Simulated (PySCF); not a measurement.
SMILES [OH][Al]([OH])[OH] at its PBE0/def2-SVP optimised geometry (Å):

```
7

Al    -0.2106    -0.3987     0.0000
O     -1.0574    -1.8676     0.0000
H     -2.0137    -1.9268    -0.0008
O     -1.0589     1.0695     0.0000
H     -0.6310     1.9268    -0.0017
O      1.4849    -0.3987     0.0000
H      2.0137    -1.1977     0.0022
```

Method: PBE0/def2-TZVP in PySCF 2.14.0.

Map of the electron localisation function on the plane z = 0.6 Å:

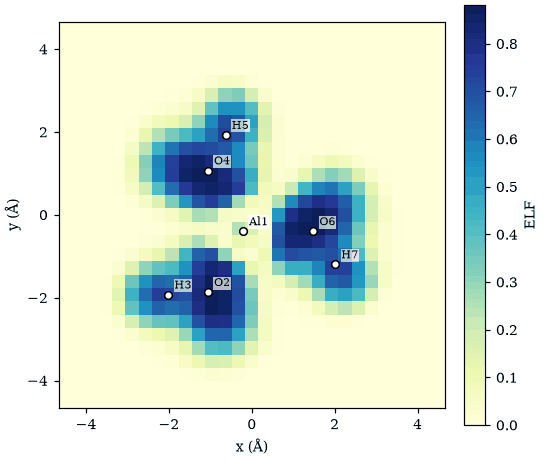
Figure. Electron localisation function on the plane z = 0.6 Å.
